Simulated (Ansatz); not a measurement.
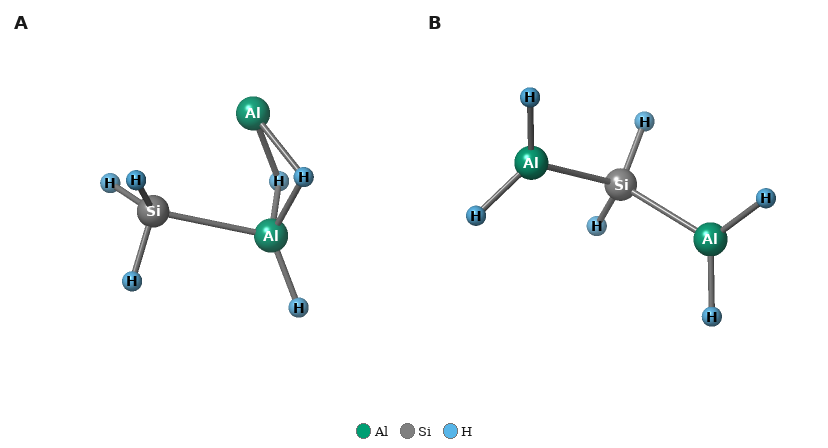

2 stationary structures of one formula. Geometries: PBE-D4/def2-SVP. Electronic energies: PBE-D4/def2-SVP (Ansatz 0.2.0), without zero-point energy. No frequency run is at hand to confirm each as a minimum. Each is one conformer, not always the lowest.

Which is lowest in energy, and by how much?

A is lowest; B lies 9.3 kcal/mol above it.
